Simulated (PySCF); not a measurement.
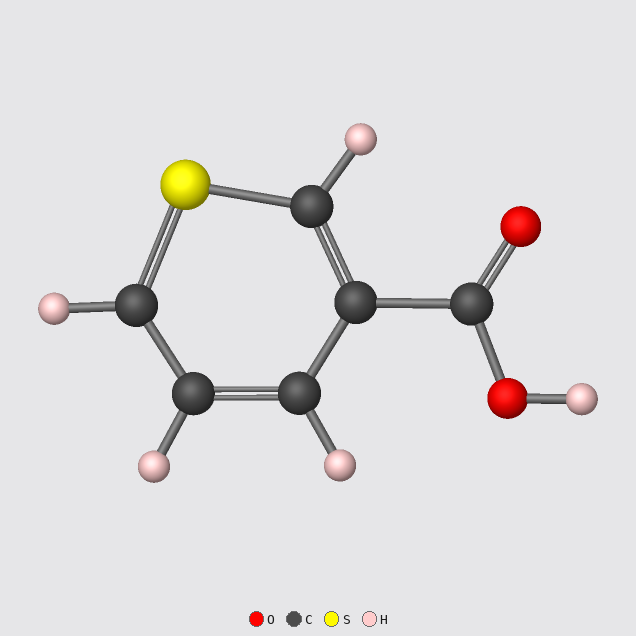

Rendered structure (ball-and-stick style).

State: charge +1, singlet. The geometry was computed by an optimisation with GFN2-xTB. No frequency run is at hand to confirm it as a minimum.

**Give the formula.**

C6H5O2S(+), 14 atoms: 6 carbon, 5 hydrogen, 2 oxygen and 1 sulfur.

**Describe its rings.**

Independent rings (smallest set): 1 of 6 members, 1 of them aromatic.

**Name functional groups in it.**

Among them: carboxylic acid.

**Count the bonded pairs by element.**

5 C–C, 4 C–H, 2 C–O, 2 C–S, 1 O–H.

The parts below concern this one geometry. Atoms keep their numbers from picture to picture.

Shape

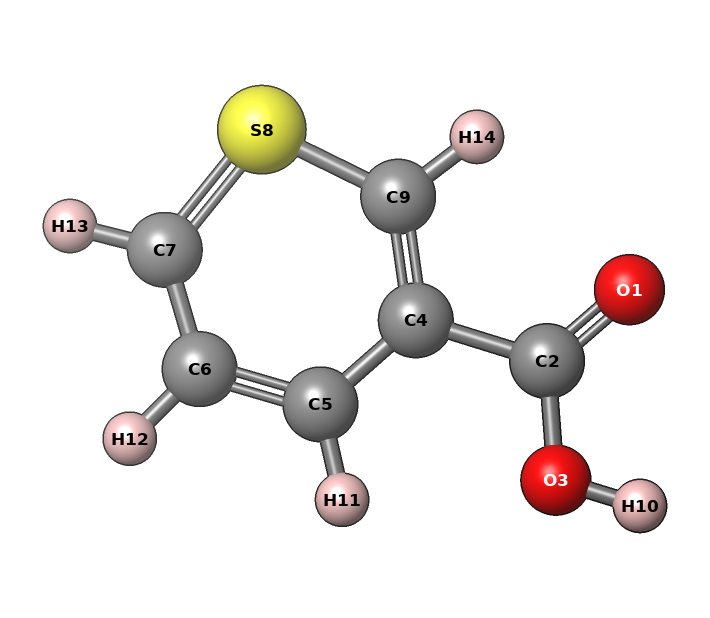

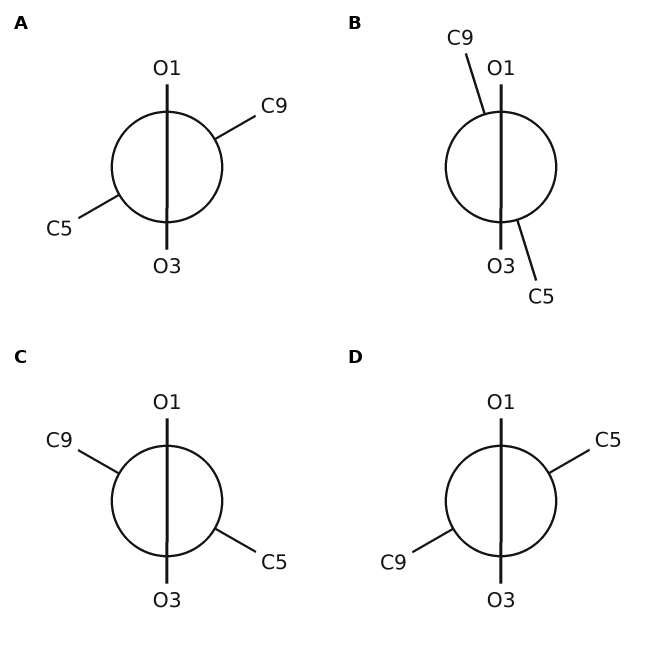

Depth is shown by fading: the farther an atom, the more it takes the colour of the background. Bonds that would overlap in a projection are set slightly apart. No frequency run is at hand to confirm it as a minimum.

**Which Newman projection shows the view along C2–C4, with C2 in front?**

B. The torsion angle O3–C2–C4–C5 is 0°, synperiplanar (eclipsed).

Electronic properties

No frequency run is at hand to confirm it as a minimum. Properties computed with PBE0/def2-SVPD, gas phase (PySCF 2.14.0). Excitations: vertical, linear response.

Predict the main results.

- HOMO energy (Kohn–Sham orbital): −12.76 eV
- LUMO energy (Kohn–Sham orbital): −8.09 eV
- HOMO–LUMO gap: 4.66 eV
- mean static polarisability: 85.7 bohr³
- lowest vertical singlet excitation: 3.61 eV
- its oscillator strength: 0.000
- brightest of the 6 lowest singlets: 5.84 eV
- its oscillator strength: 0.04

NMR shielding

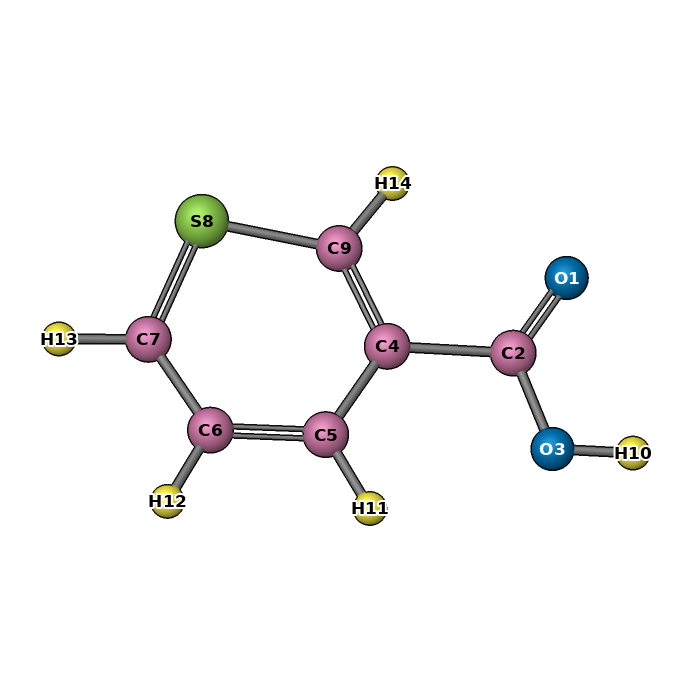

The questions are on isotropic NMR shieldings of the C atoms. No frequency run is at hand to confirm it as a minimum. Level of theory: GIAO PBE0/pcSseg-1 NMR shielding, non-relativistic, gas phase (PySCF 2.14.0).

**Which C atom is the most shielded (lowest chemical shift)?**

C4 (42.7 ppm).

**Which C atom is the least shielded (highest chemical shift)?**

C9 (14.6 ppm).

**How wide is the range of C shifts?**

28.1 ppm.

List the isotropic NMR shieldings of the C atoms.

```json
{"atom": "C2", "σ (ppm)": "24.5"}
{"atom": "C4", "σ (ppm)": "42.7"}
{"atom": "C5", "σ (ppm)": "28.3"}
{"atom": "C6", "σ (ppm)": "41.8"}
{"atom": "C7", "σ (ppm)": "18.0"}
{"atom": "C9", "σ (ppm)": "14.6"}
```

Ring current

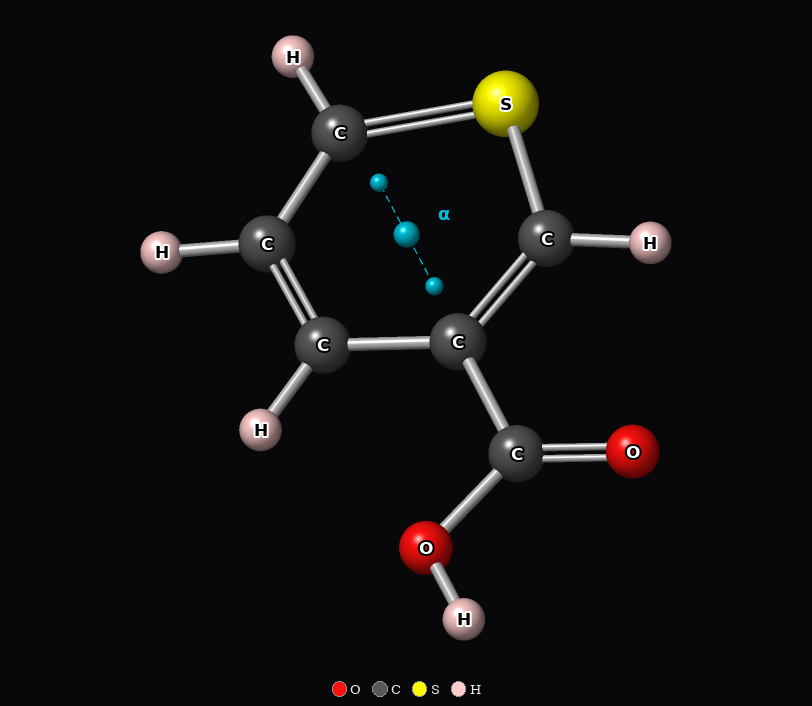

The small points mark where nucleus-independent chemical shifts (NICS) were computed: at the centre of each lettered ring and 1 Å above and below it. No frequency run is at hand to confirm it as a minimum. Level of theory: GIAO PBE0/pcSseg-1 NMR shielding, non-relativistic, gas phase (PySCF 2.14.0).

Give NICS(0), NICS(1) and the out-of-plane component NICS(1)zz for each ring (means of the two sides).

| ring | members | NICS(0) | NICS(1) | NICS(1)zz |
| --- | --- | --- | --- | --- |
| α | C5S | −7.8 | −11.0 | −25.9 |

Values in ppm.

**What do the values say about the ring currents?**

Ring α: diatropic, as in an aromatic ring. NICS is one index among several.
